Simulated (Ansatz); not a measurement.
# NaCdCl3 (model cell, started as cubic perovskite with Cd in the octahedra): following an unstable mode

Aim: this structure of NaCdCl3 (model cell, started as cubic perovskite with Cd in the octahedra) is to be tested for unstable modes, and one is followed downhill.

Program: Ansatz 0.2.0. Level of theory: DFT r2SCAN, scalar-relativistic, plane waves, PAW; PAW set soft_1. Results are calculated unless marked as measured.

The structure was built from a prototype and need not be the compound's stable phase.

**1. The starting structure**

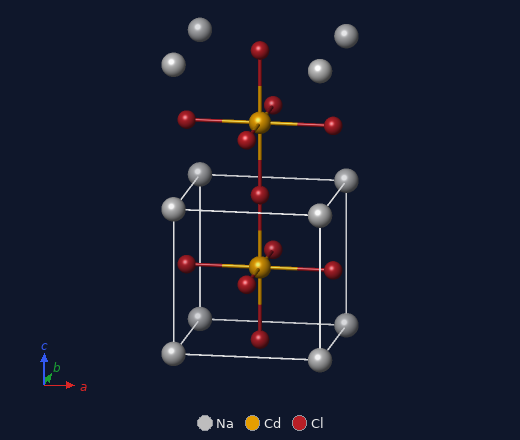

Start, viewed slightly off an axis; sodium light grey, cadmium orange, chlorine red. 1×1×2 cells are drawn. Some periodic images of atoms are drawn too.

**2. The dispersion**

The cell comes from relaxations at this level that are not shown. Stability and thermal properties need the whole zone. Linear response on a 2×2×2 q mesh gives force constants as far as a supercell of that size would, and the tensors from the zone-centre run are typed in so that the long-range dipole term is interpolated apart.

File input.yaml:

```yaml
crystal:
  lattice:
    - [5.169590516, 0.0, 0.0]
    - [0.0, 5.169590516, 0.0]
    - [0.0, 0.0, 5.169590516]
  atoms:
    - { symbol: Na, position: [0.0, 0.0, 0.0] }
    - { symbol: Cd, position: [0.5, 0.5, 0.5] }
    - { symbol: Cl, position: [0.5, 0.5, 0.0] }
    - { symbol: Cl, position: [0.5, 0.0, 0.5] }
    - { symbol: Cl, position: [0.0, 0.5, 0.5] }
kpoints:
  mp_grid: { grid: [6, 6, 6] }
hamiltonian:
  xc: r2scan
  pseudopotentials: { kind: paw, azcp: { folder: soft_1 } }
scf:
  occupations: { method: fixed }
output:
  eigenvalues: true
phonons:
  method: dfpt
  qmesh: [2, 2, 2]
  temperatures: { t_max: 1000, t_step: 50 }
  qpath:
    path:
      - [[0.0, 0.0, 0.0], [0.0, 0.5, 0.0], [0.5, 0.5, 0.0], [0.0, 0.0, 0.0], [0.5, 0.5, 0.5], [0.0, 0.5, 0.0]]
      - [[0.5, 0.5, 0.5], [0.5, 0.5, 0.0]]
    npoints: 10
  non_analytic_term:
    high_frequency_dielectric_tensor: [[2.8991, 0.0, 0.0], [0.0, 2.8991, 0.0], [0.0, 0.0, 2.8991]]
    born_effective_charges:
      - { species: Na, tensor: [[1.2791, 0.0, 0.0], [0.0, 1.2791, 0.0], [0.0, 0.0, 1.2791]] }
      - { species: Cd, tensor: [[2.5923, 0.0, 0.0], [0.0, 2.5923, 0.0], [0.0, 0.0, 2.5923]] }
      - { species: Cl, tensor: [[-0.862, 0.0, 0.0], [0.0, -0.862, 0.0], [0.0, 0.0, -2.1475]] }
      - { species: Cl, tensor: [[-0.862, 0.0, 0.0], [0.0, -2.1475, 0.0], [0.0, 0.0, -0.862]] }
      - { species: Cl, tensor: [[-2.1475, 0.0, 0.0], [0.0, -0.862, 0.0], [0.0, 0.0, -0.862]] }
    source: "zone-centre run at this cell"
```

Started as:

```console
$ ansatz run input.yaml --threads 4 --pin off --max-ram 16384MiB --backend cpu --events-out ev --progress --plain --runs-dir out
```

Numbers of over 12 decimals in the logs are rounded to 6 here.

The log of the run:

```text
Engine: ansatz 0.2.0, aarch64-unknown-linux-gnu
Pseudopotentials: kind: paw
Pseudopotential: Na, paw, valence charge 9, recommended cutoff 500 eV (meta_gga), soft_1/Na.paw.azcp
Pseudopotential: Cd, paw, valence charge 20, recommended cutoff 500 eV (meta_gga), soft_1/Cd.paw.azcp
Pseudopotential: Cl, paw, valence charge 7, recommended cutoff 500 eV (meta_gga), soft_1/Cl.paw.azcp
Functional definition: r2SCAN
  parameter k0 = 0.174
  parameter k1 = 0.065
  parameter a1 = 4.9479
  exchange = r2scan_x(k0 = k0, k1 = k1, a1 = a1)
  correlation = r2scan_c
Crystal: 5 atoms, lattice volume = 138.156 Å³
Basis set: ecut = 500 eV, 3431 PW (Γ), exchange–correlation on 400×400×400 points (1000 copies of the dense FFT grid, shifted against one another)
Bands: 30, of which v1, the nominal top of the filled ones, is band 25 counted from 1 (24 counted from 0)
Symmetry: 48 space group operations
k-points: 80 of 216 (irreducible under 2 space group operations, time reversal used)
Non-local potential: Na, projectors of the file, l = 0: 3, l = 1: 2, l = 2: 1
Non-local potential: Cd, projectors of the file, l = 0: 3, l = 1: 2, l = 2: 2, l = 3: 1
Non-local potential: Cl, projectors of the file, l = 0: 2, l = 1: 2, l = 2: 1
PAW form: soft (Blöchl's): semilocal exchange-correlation on the pseudo side does not see the compensation charge
PAW frozen core: Na, regenerated for the run's functional (the file was generated under x = pbe(κ = 0.804, μ = 0.219515), c = pbe(β = 0.066725))
PAW frozen core: Cd, regenerated for the run's functional (the file was generated under x = pbe(κ = 0.804, μ = 0.219515), c = pbe(β = 0.066725))
PAW frozen core: Cl, regenerated for the run's functional (the file was generated under x = pbe(κ = 0.804, μ = 0.219515), c = pbe(β = 0.066725))
PAW one-centre angular grid: Na, 302 points (default); XC on 317 of its mesh's 2451 points in the sphere
PAW one-centre angular grid: Cd, 590 points (default); XC on 160 Gauss nodes
PAW one-centre angular grid: Cl, 302 points (default); XC on 160 Gauss nodes
Initial density: superposition of atomic densities (chi_scale 0.1, normalization cell, long waves kept (reshape's long-wave potential 0.01 eV rms))
Initial wavefunctions: pseudopotential atomic-orbital guess
Functional: x = r2scan, c = r2scan; τ floored in thin density (d = 2e-4 eV/Å³)
SCF iter   1: F=—  HF=-13016.865731 eV  |F-HF|=—  |Δ(HF+E_count)|=         —  Δρ=6.69e-2  dr2=5.35e0  dr2_τ=1.29e-2  ethr=3.10e-3  ⟨swp⟩=5.0  Hψ=8768  notcnv=0  defer=225
preconditioner: auto → Resta (q_TF=auto, 2.303 Å⁻¹)  ε∞=3.0  [insulator: Δε(μ)=1.446 eV  Ē_g=12.932 eV  n_scr=26 (ndim 8)  ℏωp=18.4 eV  f_vac=0.056  ε∞_Penn≈3.0]
SCF iter   2: F=—  HF=-13014.963367 eV  |F-HF|=—  |Δ(HF+E_count)|=    1.90e0  Δρ=1.90e-2  dr2=4.72e-1  dr2_τ=7.40e-2  ethr=3.10e-3  ⟨swp⟩=3.0  Hψ=5516  notcnv=0  defer=226
SCF iter   3: F=—  HF=-13014.886473 eV  |F-HF|=—  |Δ(HF+E_count)|=   7.69e-2  Δρ=7.00e-3  dr2=6.16e-2  dr2_τ=2.14e-3  ethr=9.44e-4  ⟨swp⟩=3.0  Hψ=4269  notcnv=0  defer=238
SCF iter   4: F=—  HF=-13014.892054 eV  |F-HF|=—  |Δ(HF+E_count)|=   5.58e-3  Δρ=1.23e-3  dr2=2.48e-3  dr2_τ=1.50e-4  ethr=1.23e-4  ⟨swp⟩=3.0  Hψ=4956  notcnv=0  defer=238
SCF iter   5: F=—  HF=-13014.893210 eV  |F-HF|=—  |Δ(HF+E_count)|=   1.16e-3  Δρ=4.20e-4  dr2=1.85e-4  dr2_τ=1.23e-5  ethr=4.95e-6  ⟨swp⟩=3.0  Hψ=4242  notcnv=0  defer=238
SCF iter   6: F=—  HF=-13014.893395 eV  |F-HF|=—  |Δ(HF+E_count)|=   1.86e-4  Δρ=6.57e-5  dr2=5.60e-6  dr2_τ=7.85e-7  ethr=3.70e-7  ⟨swp⟩=2.0  Hψ=4136  notcnv=0  defer=238
SCF iter   7: F=—  HF=-13014.893410 eV  |F-HF|=—  |Δ(HF+E_count)|=   1.47e-5  Δρ=1.33e-5  dr2=2.93e-7  dr2_τ=2.12e-8  ethr=1.12e-8  ⟨swp⟩=2.0  Hψ=3971  notcnv=0  defer=232
SCF iter   8: F=—  HF=-13014.893415 eV  |F-HF|=—  |Δ(HF+E_count)|=   5.18e-6  Δρ=4.47e-6  dr2=2.99e-8  dr2_τ=2.76e-9  ethr=5.87e-10  ⟨swp⟩=2.0  Hψ=4071  notcnv=0  defer=206
SCF iter   9: F=—  HF=-13014.893415 eV  |F-HF|=—  |Δ(HF+E_count)|=   1.26e-8  Δρ=8.06e-7  dr2=9.55e-10  dr2_τ=1.81e-10  ethr=5.99e-11  ⟨swp⟩=2.0  Hψ=3996  notcnv=0  defer=206
SCF iter  10: F=—  HF=-13014.893415 eV  |F-HF|=—  |Δ(HF+E_count)|=   1.06e-9  Δρ=1.64e-7  dr2=5.28e-11  dr2_τ=2.25e-12  ethr=1.91e-12  ⟨swp⟩=2.0  Hψ=3920  notcnv=0  defer=206
SCF iter  11: F=-13014.893415 eV  HF=-13014.893415 eV  |F-HF|=5.46e-12  |Δ(HF+E_count)|=  8.00e-11  Δρ=2.79e-8  dr2=1.37e-12  dr2_τ=5.51e-14  ethr=1.00e-12  ⟨swp⟩=15.7  Hψ=15916  notcnv=0
SCF 1 converged in 11 iterations: F = -13014.893415 eV  dr2 = 1.37e-12
  greatest PAW one-centre occupation: 1.002 electrons in one spin orbital (limit 2), on the Na atom at site 0 (counted from 0), in its partial waves of l = 0
DFPT response loops at Γ: preconditioner auto → none (the input reference at scf.mixing.eps_inf says where Resta's filter doesn't serve); β = 0.50; Broyden in place of MSR1
NSCF: frozen V_eff on 20 k-points
NSCF: frozen V_eff on 128 k-points
DFPT response loops at q = (0, 0, -0.5) (fractional): mixed as the last ones told, above
NSCF: frozen V_eff on 128 k-points
DFPT response loops at q = (0, -0.5, -0.5) (fractional): mixed as the last ones told, above
NSCF: frozen V_eff on 128 k-points
DFPT response loops at q = (-0.5, -0.5, -0.5) (fractional): mixed as the last ones told, above
SCF converged after 11 iterations
Free energy (F): -13014.893415 eV
Harris-Foulkes:  -13014.893415 eV  (|F-HF|=5.46e-12)
Internal energy: -13014.893415 eV  (E = F + TS)
E sigma→0 (E₀):  -13014.893415 eV
Fermi energy:    1.932141 eV
--- Per-component energies (eV) ---
  E_band       = -918.343885
  E_kinetic    = 1011.273431
  E_local      = -7014.423978  (includes V_loc(G=0)·N_el)
  E_nonlocal   = 496.725272
  E_hartree    = 2951.079612
  E_xc         = -493.621828
  E_vxc        = -651.433688  (∫ρ·V_xc dr)
  E_paw        = -6423.840105  (= ΣΔE_a)
  E_vpaw       = -702.340917  (= ΣTr[D̂ρ^β])
  E_aug_tail   = 0.000003  (compensation charges beyond the density's cutoff)
  E_vtau       = 39.696793  (kinetic-family band-sum trace: ∫τ·v_τ [+ j·A + Jᵃ·Aᵃ] dr)
  E_ewald      = -3541.085570
  E_core_change = -1.000252  (= ΣΔE_core)
  E_smearing   = -0.000000  (= −TS)
  E_closure    = -0.000000  (closes the sum)
  Σ components = -13014.893415   (vs F -13014.893415, Δ=0.00e0)
--- Band table (eV; the first three rows and the last of 80) ---
  k-point 0: bands = [... 21 lower, 0.9713, 1.1072, 1.1072, 1.1072, 4.5247, 6.4476, 10.4231, 10.4231, ... 1 higher]
  k-point 1: bands = [... 21 lower, 0.9469, 0.9469, 1.0846, 1.0846, 5.0534, 6.7244, 10.2286, 10.7348, ... 1 higher]
  k-point 2: bands = [... 21 lower, 0.8648, 0.8648, 1.0646, 1.0646, 6.2813, 7.4458, 9.5548, 11.2896, ... 1 higher]
  k-point 79: bands = [... 21 lower, 1.6157, 1.6157, 1.9321, 1.9321, 7.3886, 9.0814, 9.0814, 9.0814, ... 1 higher]
--- Phonons (Γ-DFPT): 4 representative perturbations + reference, on 80 of 216 k-points (Σ response iterations 26) ---
  k mesh reduced under 2 symmetry operations, with k and −k counted as one. Each operation leaves every solved perturbation unchanged. A smaller set is not considered because the functional reads the kinetic-energy density
  ASR residual: 6.859e-5 → 0.000e0 eV/Å²; symmetrization residual: 1.035e-5 eV/Å²
  ASR residual per site (eV/Å²): 6.86e-5 1.77e-5 1.73e-5 1.73e-5 1.73e-5
  Γ frequencies (cm⁻¹): -92.78 -92.78 -92.78 0.00 0.00 0.00 11.13 11.13 11.13 75.55 75.55 75.55 266.84 266.84 266.84
--- Phonons (arbitrary-q DFPT): 4 irreducible q on the 2×2×2 mesh ---
  q = [0.0000, 0.0000, 0.0000] (star 1, of the zone-centre solve; hermiticity 2.65e-6, symmetrization 4.70e-8): -92.78 -92.78 -92.78 -0.00 0.00 0.00 11.13 11.13 11.13 75.55 75.55 75.55 266.84 266.84 266.84
  q = [0.0000, 0.0000, -0.5000] (star 3, 9 solved perturbations in 504 linear systems a pass and spin channel, the states on 64 of 216 k-point pairs; hermiticity 2.11e-6, symmetrization 8.87e-12): -84.42 -84.42 -23.05 -23.05 28.94 57.66 61.61 61.61 63.51 63.51 88.58 144.57 266.08 266.08 277.09
  q = [0.0000, -0.5000, -0.5000] (star 3, 9 solved perturbations in 504 linear systems a pass and spin channel, the states on 64 of 216 k-point pairs; hermiticity 2.63e-6, symmetrization 1.11e-12): -88.72 -84.66 -84.66 -71.72 47.19 47.19 59.88 86.61 86.61 113.88 148.58 148.58 174.77 265.52 298.69
  q = [-0.5000, -0.5000, -0.5000] (star 1, 4 solved perturbations in 184 linear systems a pass and spin channel, the states on 64 of 216 k-point pairs; hermiticity 1.41e-6, symmetrization 1.28e-11): -88.86 -88.86 -88.86 -86.29 -86.29 -86.29 122.00 122.00 122.00 141.94 141.94 141.94 173.93 173.93 318.05
  sum rule: each row above includes the acoustic sum rule's correction from the zone centre's row sums; it moved no ω² by more than (0.90 cm⁻¹)²
  mesh force constants: q→R imaginary residual 3.98e-18; ASR residual 6.859e-5 → 0.000e0 eV/Å²; symmetrization residual 8.882e-15 eV/Å²
  interpolated dispersion: 63 rows × 15 modes
  density of states and harmonic sums: on the 12×12×12 q-mesh, interpolated from the force constants of a 2×2×2 supercell (with the dipole–dipole term of supplied tensors)
  largest difference from the sums on the solved wave vectors: F 1.57e-1 eV, S 2.01e-4 and C_V 5.11e-5 eV/K
  zero-point energy: 0.086093 eV/cell   skipped modes (ω ≤ 0): 416, of them read as no rigid motion or as one in doubt: 413 (5.010e0 modes/cell left out, lowest -92.78 cm⁻¹)   left out of the sums: 3.34e-1 of the cell's modes: C_V's classical limit lies that fraction below 3 k_B per atom; for a crystal, a wire or a layer, F and S can be off by more, and a phonons.interpolated_qmesh denser along its periods is the remedy for the sampling
```

Elapsed: 16 min, on 4 threads of Arm Neoverse V2, shared host; peak memory 14 GiB.

This step gave:

```yaml
gap_on_the_k_mesh: 2.593 eV
volume_per_atom: 27.63 Å³
sum_rule_residual_before_enforcement: 6.86e-5 eV/Å²
lowest_frequency_on_the_path: -92.78 cm⁻¹
point_group: m-3m
highest_frequency_on_the_path_or_at_a_solved_wavevector: 318.1 cm⁻¹
highest_optical_mode_at_the_zone_centre_no_lo_to_term: 266.8 cm⁻¹
lowest_optical_zone_centre_mode: -92.78 cm⁻¹
lowest_mode_on_the_q_mesh_acoustic_modes_at_gamma_apart: -92.78 cm⁻¹
```

Frequencies (cm⁻¹) solved at each irreducible wavevector; negative means imaginary. Frequencies by wavevector, by row:

```csv
q in reciprocal lattice units,star,mode 1,mode 2,mode 3,mode 4,mode 13,mode 14,mode 15
0 0 0,1,-92.8,-92.8,-92.8,0,266.8,266.8,266.8
0 0 -0.5,3,-84.4,-84.4,-23.1,-23.1,266.1,266.1,277.1
0 -0.5 -0.5,3,-88.7,-84.7,-84.7,-71.7,174.8,265.5,298.7
-0.5 -0.5 -0.5,1,-88.9,-88.9,-88.9,-86.3,173.9,173.9,318.1
```

Interpolated from a 2×2×2 q mesh, with the LO-TO term (at Γ the limit along the path; where Γ stands inside the path, tables give the limit on arrival). Phonon branches along the path, in cm⁻¹:

```csv
point,branch 1,branch 2,branch 3,branch 4,branch 12,branch 13,branch 14,branch 15
Γ,-93,-93,0,0,110,267,267,305
X,-84,-84,-23,-23,145,266,266,277
M,-89,-85,-85,-72,149,175,266,299
Γ,-93,-93,0,0,110,267,267,305
R,-89,-89,-89,-86,142,174,174,318
X,-84,-84,-23,-23,145,266,266,277
jump to R,-89,-89,-89,-86,142,174,174,318
M,-89,-85,-85,-72,149,175,266,299
```

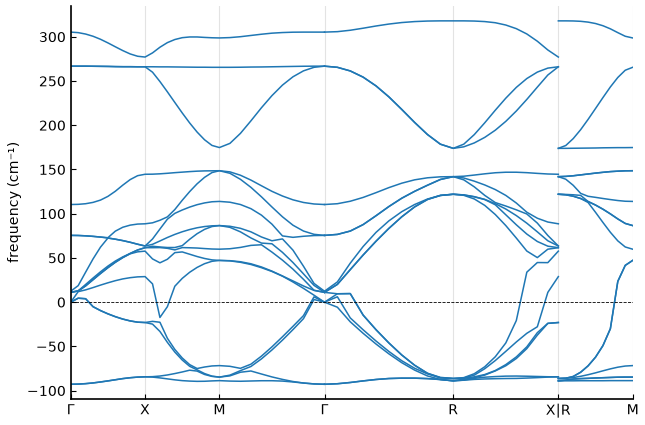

Phonon branches along the path.

Symmetry leaves 4 wavevectors to solve. The lowest mode among them, the acoustic zeros apart, lies at Γ and is imaginary, 92.8i cm⁻¹, so the energy falls along it.

**3. The mode frozen in, largest atomic shift 0 Å**

The mode followed lies at q = (-0.5, -0.5, -0.5) with frequency 88.9i cm⁻¹ and is 3-fold degenerate, one of the unstable modes though not the softest. At small amplitude the distorted cell has space group no. 140 by a symmetry search on the positions. The undistorted cell that holds it gives the zero of energy on the same k mesh.

System of this step: NaCdCl3 (model cell, started as cubic perovskite with Cd in the octahedra). The structure is cubic, space group Pm-3m (No. 221). The conventional cell has a = 5.170 Å, b = 5.170 Å, c = 5.170 Å, α = 90.00°, β = 90.00°, γ = 90.00°. Na has 12 Cl at 3.66 Å nearest. Nearest to Cd lie 6 Cl at 2.58 Å. Cl has 2 Cd at 2.58 Å nearest. Farther neighbours and most contacts between anions are not listed.

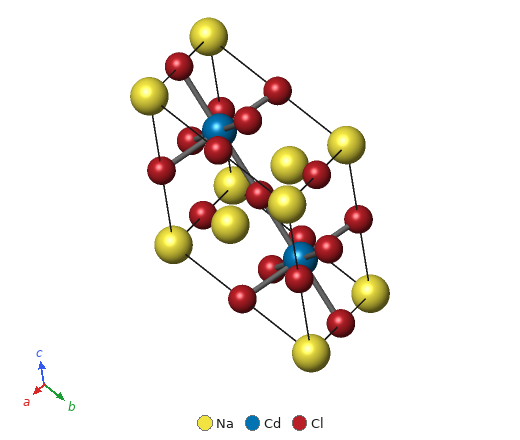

The cell of this step (sodium yellow, cadmium blue, chlorine red). Some periodic images of atoms are drawn too.

File input.yaml:

```yaml
crystal:
  lattice:
    - [5.169590516, 5.169590516, 0.0]
    - [5.169590516, 0.0, 5.169590516]
    - [5.169590516, 0.0, -5.169590516]
  atoms:
    - { symbol: Na, position: [0.0, 0.0, 0.0] }
    - { symbol: Na, position: [0.0, 0.5, 0.5] }
    - { symbol: Cd, position: [0.5, 0.25, 0.75] }
    - { symbol: Cd, position: [0.5, 0.75, 0.25] }
    - { symbol: Cl, position: [0.5, 0.0, 0.0] }
    - { symbol: Cl, position: [0.5, 0.5, 0.5] }
    - { symbol: Cl, position: [0.0, 0.5, 0.0] }
    - { symbol: Cl, position: [0.0, 0.0, 0.5] }
    - { symbol: Cl, position: [0.5, 0.0, 0.5] }
    - { symbol: Cl, position: [0.5, 0.5, 0.0] }
kpoints:
  mp_grid: { grid: [4, 4, 4] }
hamiltonian:
  xc: r2scan
  pseudopotentials: { kind: paw, azcp: { folder: soft_1 } }
scf:
  occupations: { method: gaussian, width: 0.02 }
output:
  forces: true
  stress: true
  eigenvalues: true
```

The log of the run:

```text
[...]
Crystal: 10 atoms, lattice volume = 276.311 Å³
Basis set: ecut = 500 eV, 6975 PW (Γ), exchange–correlation on 216×216×216 points (64 copies of the dense FFT grid, shifted against one another)
Bands: 60, of which v1, the nominal top of the filled ones, is band 50 counted from 1 (49 counted from 0)
Symmetry: 96 space group operations
[...]
k-points: 8 of 64
[...]
k-point 0: bands = [... 46 lower, 1.6156, 1.6156, 1.9321, 1.9321, 4.5246, 6.4476, 7.3886, 9.0813, ... 4 higher]
  k-point 1: bands = [... 46 lower, 1.3102, 1.5116, 1.6550, 1.6550, 5.3259, 6.9017, 7.7229, 8.4037, ... 4 higher]
  k-point 2: bands = [... 46 lower, 1.3891, 1.3891, 1.3891, 1.3891, 6.8981, 6.8981, 7.8509, 7.8509, ... 4 higher]
  k-point 7: bands = [... 46 lower, 1.3355, 1.3355, 1.3681, 1.3681, 7.6900, 7.6900, 8.3546, 8.3546, ... 4 higher]
[key lines of the parts left out:]
SCF converged after 8 iterations
Free energy (F): -26029.786693 eV
Fermi energy:    3.228359 eV
P = ⅓ Tr σ = -0.0077 GPa (-0.077 kbar)
```

Run time: 4.6 s. Hardware: 4 threads; peak memory 1.3 GiB.

Numbers from this step:

- pressure: -0.007679 GPa
- energy from the undistorted cell: 0 meV/atom

At this level the gap is 2.59 eV on the k-mesh of the self-consistent run, which can miss the band edges.

**4. The mode frozen in, largest atomic shift 0.6 Å**

The atoms are moved along the unstable eigenvector, the largest shift by 0.6 Å, with the cell fixed.

input.yaml, the sections that differ from step 3:

```yaml
crystal:
  lattice:
    - [5.169590516, 5.169590516, 0.0]
    - [5.169590516, 0.0, 5.169590516]
    - [5.169590516, 0.0, -5.169590516]
  atoms:
    - { symbol: Na, position: [0.0, 0.0, 0.0] }
    - { symbol: Na, position: [0.0, 0.5, 0.5] }
    - { symbol: Cd, position: [0.5, 0.25, 0.75] }
    - { symbol: Cd, position: [0.5, 0.75, 0.25] }
    - { symbol: Cl, position: [0.5, -0.0580316756, -0.0580316756] }
    - { symbol: Cl, position: [0.5, 0.5580316756, 0.5580316756] }
    - { symbol: Cl, position: [0.0, 0.5, 0.0] }
    - { symbol: Cl, position: [0.0, 0.0, 0.5] }
    - { symbol: Cl, position: [0.5, 0.0580316756, 0.4419683244] }
    - { symbol: Cl, position: [0.5, 0.4419683244, 0.0580316756] }
# kpoints, hamiltonian, scf, output: as in step 3
```

The log of the run:

```text
[...]
Crystal: 10 atoms, lattice volume = 276.311 Å³
Basis set: ecut = 500 eV, 6975 PW (Γ), exchange–correlation on 216×216×216 points (64 copies of the dense FFT grid, shifted against one another)
Bands: 60, of which v1, the nominal top of the filled ones, is band 50 counted from 1 (49 counted from 0)
Symmetry: 16 space group operations
[...]
k-points: 13 of 64
[...]
k-point 0: bands = [... 46 lower, 1.4328, 1.4328, 1.5521, 1.7264, 4.5419, 6.8198, 7.8866, 9.0169, ... 4 higher]
  k-point 1: bands = [... 46 lower, 1.2174, 1.2846, 1.3895, 1.4701, 5.2112, 7.2082, 8.0981, 8.1439, ... 4 higher]
  k-point 2: bands = [... 46 lower, 1.1868, 1.1868, 1.2546, 1.2546, 6.6067, 6.6067, 8.1047, 8.1047, ... 4 higher]
  k-point 12: bands = [... 46 lower, 1.1257, 1.1257, 1.2825, 1.5528, 7.0293, 8.0570, 8.3481, 8.6789, ... 4 higher]
[key lines of the parts left out:]
SCF converged after 8 iterations
Free energy (F): -26030.285697 eV
Fermi energy:    3.134143 eV
P = ⅓ Tr σ = -1.4832 GPa (-14.832 kbar)
```

Run time: 7.1 s. Hardware: 4 threads; peak memory 1.4 GiB.

This step gave:

* pressure: -1.483 GPa
* gap on the k-mesh: 2.815 eV
* energy from the undistorted cell: -49.9 meV/atom

The energy, extrapolated to zero smearing, is -49.90 meV/atom against the undistorted cell.

The run ends at a pressure of -1.48 GPa, with forces up to 0.24 eV/Å.

[end of part 1 of 2]

[Logs are printed without paths, hosts, clocks, repeated set-up lines and the standing remarks that a program may print on its own settings, such as how far it seeks lower states.]

[Hosts, paths, dates, database ids (printed as entryN), source tags and the programs' standing remarks are cut or masked in the printed files.]
